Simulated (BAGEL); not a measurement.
# GaHBrO (SMILES [OH][Ga][Br]) at UHF/3-21G (density fitting with qzvpp-jkfit)

What is the vertical ionisation energy of GaHBrO at UHF/3-21G (density fitting with qzvpp-jkfit)? 

The results are computed with BAGEL 1.2.2.

1 further run of the same task is left out (set aside as unsound or not needed). Runs told in other sessions of the task aren't counted.

## (1) Starting point

GaHBrO: 4 atoms, total charge 0, spin state doublet. SMILES: `[OH][Ga][Br]`. Geometry: relaxed at PBE0-D4/def2-TZVP.

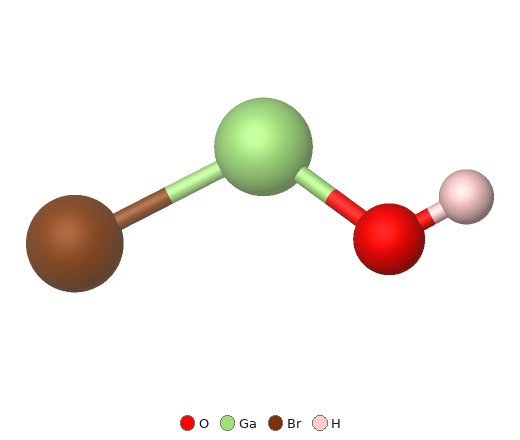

Viewed from a chosen angle; oxygen red, gallium green, bromine brown, hydrogen pink.

## (2) The energy at UHF/3-21G (density fitting with qzvpp-jkfit)

File input.json:

```json
{ "bagel" : [

{
  "title" : "molecule",
  "basis" : "3-21g",
  "df_basis" : "qzvpp-jkfit",
  "angstrom" : "true",
  "geometry" : [
    { "atom" : "O", "xyz" : [   -0.945400,    0.045500,   -0.527800 ] },
    { "atom" : "Ga", "xyz" : [    0.607600,    0.441600,    0.280200 ] },
    { "atom" : "Br", "xyz" : [    1.823300,   -1.358700,    1.075700 ] },
    { "atom" : "H", "xyz" : [   -1.429900,    0.811300,   -0.848400 ] }
  ]
},
{
  "title" : "uhf",
  "nopen" : 1
},
{
  "title" : "print",
  "file" : "orbitals.molden",
  "orbitals" : "true"
}

]}
```

Command:

```console
$ BAGEL_NUM_THREADS=1 BAGEL input.json > input.out
```

The program printed:

```text
* using 1 threads per process

  ===============================================================
  ===============================================================

  *** Geometry ***

  { "atom" : "O", "xyz" : [     -1.786547,      0.085983,     -0.997397 ] },
  { "atom" : "Ga", "xyz" : [      1.148198,      0.834503,      0.529501 ] },
  { "atom" : "Br", "xyz" : [      3.445538,     -2.567571,      2.032778 ] },
  { "atom" : "H", "xyz" : [     -2.702119,      1.533135,     -1.603244 ] },

  Number of auxiliary basis functions:      627

  Since a DF basis is specified, we compute 2- and 3-index integrals:
    o Being stored without compression. Storage requirement is 0.015 GB

  Number of basis functions:       55
  Number of electrons      :       75

    * METHOD: MOLECULE                             0.35

  *** Open-shell HF ***

  === Nuclear Repulsion ===
   379.3200777306

      * DIIS with orbital gradients will be used.

  === UHF iteration (3-21g) ===
      0      -4548.81412041          0.04854498           0.23
      1      -4548.90401516          0.03771306           0.22
      2      -4548.94513313          0.02710350           0.22
      3      -4548.98129064          0.00121189           0.23
      4      -4548.98198685          0.00042753           0.23
      5      -4548.98213869          0.00012199           0.22
      6      -4548.98215434          0.00004204           0.22
      7      -4548.98215857          0.00001881           0.22
      8      -4548.98215944          0.00000773           0.22
      9      -4548.98215952          0.00000308           0.22
     10      -4548.98215953          0.00000142           0.22
     11      -4548.98215953          0.00000067           0.22
     12      -4548.98215953          0.00000030           0.24
     13      -4548.98215953          0.00000017           0.22
     14      -4548.98215953          0.00000008           0.22
     15      -4548.98215953          0.00000004           0.22
     16      -4548.98215953          0.00000002           0.22
     17      -4548.98215953          0.00000001           0.22
    * SCF iteration converged.

    * S^2 (UHF) is 0.7575

    * Permanent dipole moment:
           (    0.319105,    -1.631978,     0.298241) a.u.

    * METHOD: UHF                                  4.29

    * METHOD: PRINT                                0.01

  ===============================================================
```

Wall time 4.8 s (1 thread of Arm Neoverse V1, shared host).

## (3) The singlet cation, same level

File input.json:

```json
{ "bagel": [

{
  "title": "molecule",
  "basis": "3-21g",
  "df_basis": "qzvpp-jkfit",
  "angstrom": true,
  "geometry": [
    { "atom": "O", "xyz": [   -0.945400,    0.045500,   -0.527800 ] },
    { "atom": "Ga", "xyz": [    0.607600,    0.441600,    0.280200 ] },
    { "atom": "Br", "xyz": [    1.823300,   -1.358700,    1.075700 ] },
    { "atom": "H", "xyz": [   -1.429900,    0.811300,   -0.848400 ] }
  ]
},
{ "title": "hf", "charge": 1 },
{ "title": "print", "file": "orbitals.molden", "orbitals": true }

]}
```

Command:

```console
$ BAGEL_NUM_THREADS=1 BAGEL input.json > input.out
```

The program printed:

```text
* using 1 threads per process

  ===============================================================
  ===============================================================

  *** Geometry ***

  { "atom" : "O", "xyz" : [     -1.786547,      0.085983,     -0.997397 ] },
  { "atom" : "Ga", "xyz" : [      1.148198,      0.834503,      0.529501 ] },
  { "atom" : "Br", "xyz" : [      3.445538,     -2.567571,      2.032778 ] },
  { "atom" : "H", "xyz" : [     -2.702119,      1.533135,     -1.603244 ] },

  Number of auxiliary basis functions:      627

  Since a DF basis is specified, we compute 2- and 3-index integrals:
    o Being stored without compression. Storage requirement is 0.015 GB

  Number of basis functions:       55
  Number of electrons      :       75

    * METHOD: MOLECULE                             0.34

  *** RHF ***

  === Nuclear Repulsion ===
   379.3200777306

      * DIIS with orbital gradients will be used.

  === RHF iteration (3-21g) ===
      0      -4548.51373939          0.02354892           0.11
      1      -4548.57766415          0.02200803           0.10
      2      -4548.67211063          0.00124967           0.11
      3      -4548.67322252          0.00047605           0.11
      4      -4548.67342539          0.00016498           0.11
      5      -4548.67346884          0.00006628           0.11
      6      -4548.67347930          0.00002310           0.11
      7      -4548.67348062          0.00000788           0.11
      8      -4548.67348071          0.00000432           0.11
      9      -4548.67348073          0.00000137           0.10
     10      -4548.67348073          0.00000047           0.11
     11      -4548.67348073          0.00000022           0.10
     12      -4548.67348073          0.00000010           0.10
     13      -4548.67348073          0.00000004           0.10
     14      -4548.67348073          0.00000002           0.10
     15      -4548.67348073          0.00000001           0.09
     16      -4548.67348073          0.00000000           0.09
    * SCF iteration converged.

    * Permanent dipole moment:
           (    0.566282,    -2.928515,     0.531818) a.u.

    * METHOD: HF                                   2.04

    * METHOD: PRINT                                0.01

  ===============================================================
```

It took 2.5 s on 1 thread of Arm Neoverse V1, shared host.

## (4) Summary of results

At UHF/3-21G (density fitting with qzvpp-jkfit):

| quantity | value |
| --- | --- |
| doublet GaHBrO: total energy | -4548.98216 Eh |
| doublet GaHBrO: dipole moment | 4.29 D |
| doublet GaHBrO: ⟨S²⟩ | 0.757 |
| singlet cation: total energy | -4548.67348 Eh |
| singlet cation: HOMO energy | -16.99 eV |
| singlet cation: LUMO energy | -7.80 eV |
| singlet cation: HOMO–LUMO gap | 9.19 eV |
| vertical ionisation energy (to the singlet cation) | 8.400 eV |

**Reading.** Removing an electron at fixed nuclei costs 8.40 eV (810 kJ/mol).
